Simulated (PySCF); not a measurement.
C6H16N2Si

Input file:

```
{"job": {"kind": "nmr", "xc": "PBE0", "basis": "pcSseg-1"}, "charge": 0, "multiplicity": 1}
C      2.443615     0.988144     0.354597
C      2.509209    -0.508588     0.092858
C      1.254888    -1.035887    -0.594975
Si    -0.363198    -0.702536     0.351048
N     -0.014175    -0.756529     2.040941
C     -1.974993    -1.514065    -0.293153
C     -2.521527    -0.107298    -0.540084
N     -1.358065     0.631485    -0.090009
C     -1.315739     2.059494    -0.175549
H      1.628317     1.208897     1.037663
H      2.274000     1.527082    -0.574521
H      3.373911     1.342450     0.794241
H      3.380627    -0.725103    -0.532714
H      2.651120    -1.031911     1.040477
H      1.185294    -0.589061    -1.587309
H      1.370587    -2.109682    -0.747413
H      0.774153    -1.275121     2.386855
H     -0.764358    -0.748716     2.712142
H     -1.913670    -2.108791    -1.197738
H     -2.553765    -2.068997     0.437346
H     -3.408698     0.131846     0.058896
H     -2.753992     0.095498    -1.591717
H     -0.359432     2.416194     0.198537
H     -2.118123     2.510530     0.420984
H     -1.436921     2.394808    -1.213573
```

Launched as:

```sh
OMP_NUM_THREADS=1 python probes_run.py task.json out
```

Geometry: GFN2-xTB.

Theory: PySCF 2.14.0, PBE0/pcSseg-1, SCF density, gas phase, non-relativistic.

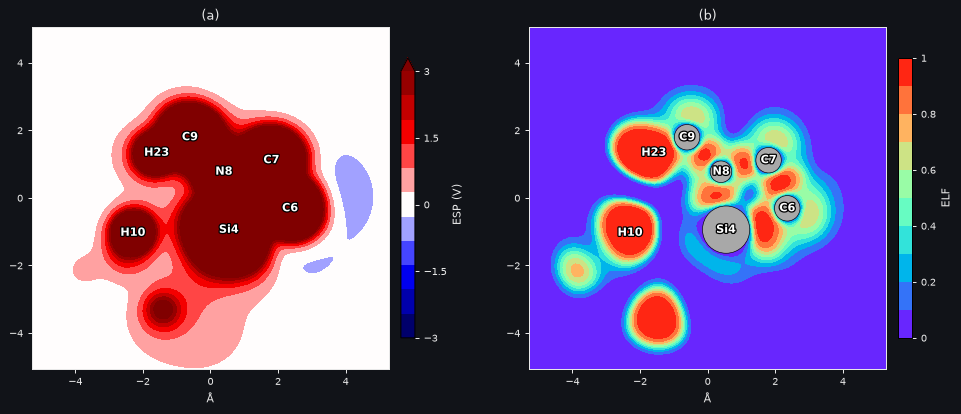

Figure 1. (a) molecular electrostatic potential; (b) electron localisation function on the plane of atoms C7, N8 and C9. Grey discs cover the atomic cores in the ELF map.

> What do the fields say about this system?

Atoms in the plane: Si, C, N and H. C–N (1.43 Å): the ELF peaks at about 0.95 between the atoms (a shared electron pair). C–C (1.53 Å): the ELF peaks at about 0.95 between the atoms; localised, covalent bonding. Si–N (1.72 Å): the ELF peaks at about 0.90 between the atoms, as expected for a polar covalent bond. C–Si (1.92 Å): the ELF peaks at about 0.95 between the atoms, as expected for localised, covalent bonding. C–H (1.09 Å): the ELF climbs to about 1 towards the hydrogen, as it does in any bond to H (an ordinary covalent bond to hydrogen). Outside the dense part of the molecule the potential is most negative (−0.4 V) near C6.

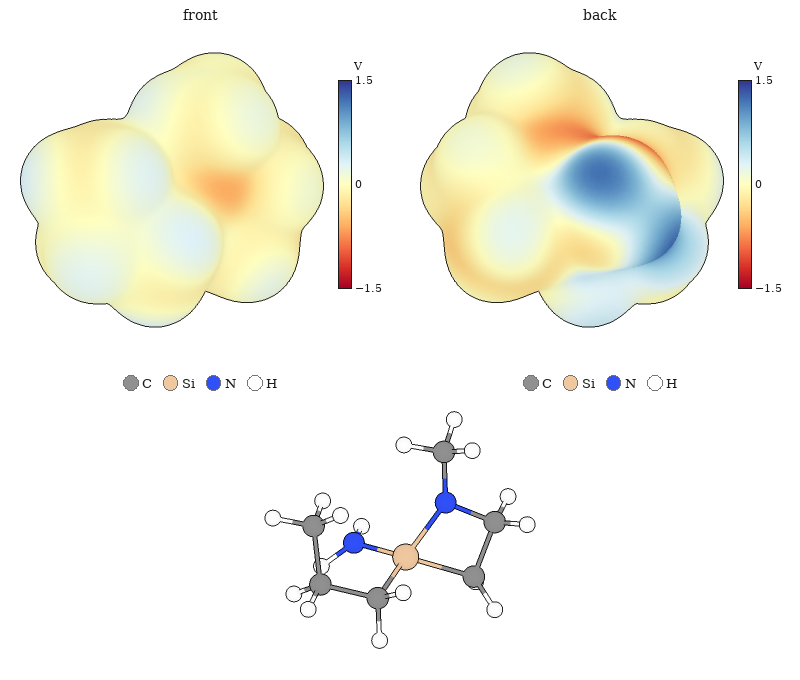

Figure 2. The electrostatic potential painted on the density surface at 0.001 e/bohr³, seen from the front and from behind; the colour scale runs from red (negative) to blue (positive). The bare structure is drawn below in the same view.

> Describe the electrostatic potential map.

The most negative region (about −1.0 V) lies over N5, the most positive (about +1.2 V) over H17 and H18.

> What dipole moment does the calculation give?

Its dipole moment is 1.03 D.
